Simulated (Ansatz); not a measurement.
Consider Cr₂Br₃.

```
CELL_PARAMETERS angstrom
4.06212 0.00000 0.00000
-2.03106 3.51790 0.00000
0.00000 0.00000 10.02649
ATOMIC_POSITIONS crystal
Cr 0.33333 0.66667 0.68470
Cr 0.66667 0.33333 0.31530
Br 0.00000 0.00000 0.50000
Br 0.33333 0.66667 0.19992
Br 0.66667 0.33333 0.80008
```

Space group P-3m1; a structure generated by program, which may or may not match a known phase; the SCF solution may not be the lowest one; the program warned that another magnetic order may lie lower; spin-polarised.

Theory: Ansatz, DFT PBE, scalar-relativistic, plane waves, PAW.

What will maps of the valence pseudo-density, electron localisation function and spin density show?

Answer. Cr–Br (2.62 Å): ρ is about 0.34 e/Å³ halfway, with its minimum of 0.31 e/Å³ about 1.2 Å from Cr; the ELF is about 0.45 at the midpoint.
Cr–Br (2.99 Å): ρ is about 0.17 e/Å³ halfway, with its minimum of 0.15 e/Å³ about 1.3 Å from Cr; the ELF is about 0.30 at the midpoint and 0.10 at its lowest between the atoms; no shared electron pair shows on this line.
The spin density sits on Cr: +3.8 μB and −3.8 μB in one cell of 5 atoms: antiferromagnetic in this solution, which needn't be the ground state, with nearest magnetic neighbours parallel and the sign changing further off. The cell of the calculation (5 atoms) carries 0.0 μB of net spin moment.

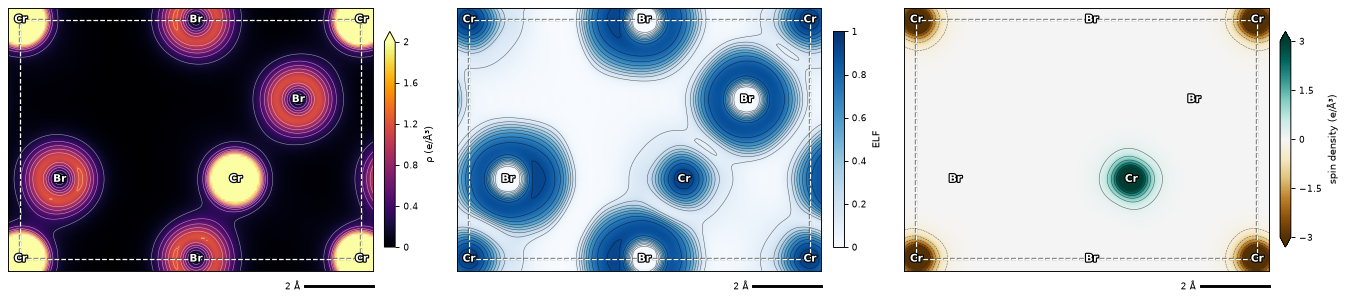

Computed valence pseudo-density, electron localisation function and spin density on the (110) plane of the cell of the magnetic structure, in this order. 

Core electrons are frozen (PAW), and the valence fields are smoothed inside the atomic spheres.
